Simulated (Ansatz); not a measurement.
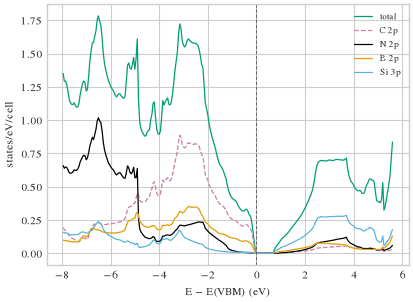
Figure. Total and projected density of states of SiBCN in space group R3m (No. 160; B on 3a, N on 3a, Si on 3a, C on 3a), r²SCAN (plane waves, PAW; program Ansatz)

### Question
Which orbitals carry the states next to the gap?

### Answer
Top 1 eV of the valence band: C 2p 64 %, B 2p 28 %. Bottom 1 eV of the conduction band: Si 3p 41 %, N 2s 18 %, B 2p 13 %, outside the projected shells 12 %. Projections are on Löwdin-orthogonalised atomic valence shells; empty p or d shells of many metals are not among them.

### Question
Where is the tallest occupied peak in this window, and what makes it?

### Answer
Near -6.5 eV, about 1.8 states/eV per cell; the largest projected share is N 2p.

The start of the workflow was typed in or built on a structure type; neither database checked (COD, Materials Project) lists it. Whether it is the stable phase at ambient conditions was not checked. The r²SCAN relaxation kept the symmetry of its start; its stability against distortions is not shown here. The volume moved by -18 % from the start of the relaxation.

Potentials: the earlier of the program's two PAW sets.
